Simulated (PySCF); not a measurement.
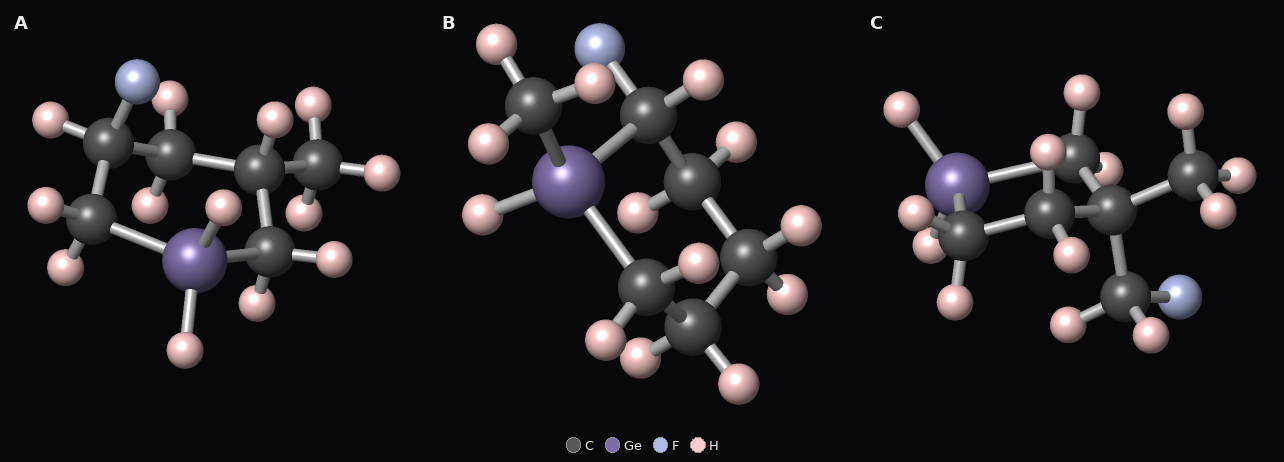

(Drawn from a calculation with PySCF.)

Which panel belongs to which SMILES?
(1) C[C@@]1(CF)C[CH2][GeH2][CH2]1
(2) C[C@@H]1[CH2][GeH2][CH2][C@@H](F)C1
(3) [CH3][Ge@@H]1[CH2]CCC[C@H]1F

Answer. A is (2), B is (3), C is (1).
